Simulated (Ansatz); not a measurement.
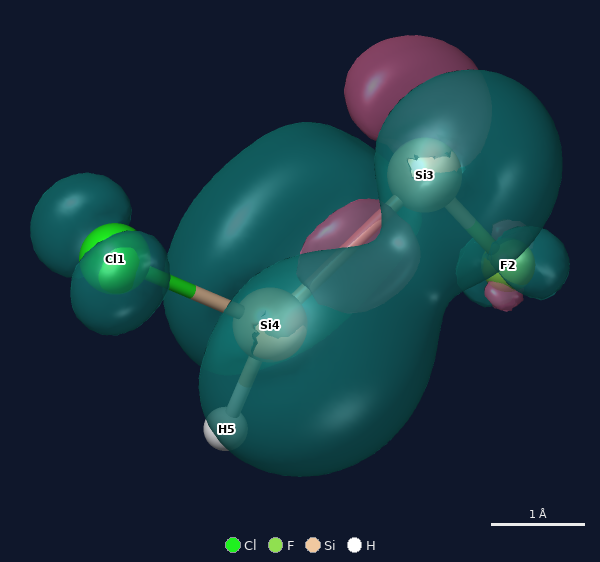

Figure 1: ClFHSi₂ (SMILES F/[Si]=[SiH]/Cl) (doublet). Isosurfaces of the spin density at +0.015 (teal) and −0.015 e/Å³ (pink), seen at a tilt.

Geometry: B3LYP-D3(BJ)/6-311G**.

These are results of isolated molecule in a Gaussian basis; Kohn-Sham density functional theory, functional PBE0 (Ansatz 0.2.0), not measurements.

```yaml
atoms:
  - { symbol: Cl, position_ang: [2.4470, 0.3626, -0.5908] }
  - { symbol: F, position_ang: [-2.2483, -0.4419, -1.8425] }
  - { symbol: Si, position_ang: [-1.2367, 0.7675, -1.3749] }
  - { symbol: Si, position_ang: [0.7523, -0.5491, -1.4019] }
  - { symbol: H, position_ang: [0.9072, -2.0096, -1.1358] }
```

Q: Which atoms carry the spin?

A: The unpaired spin (1 electron) lies mostly on Si4 (about 0.6), Si3 (about 0.3) and Cl1 (about 0.1), in electrons by Hirshfeld's partition.
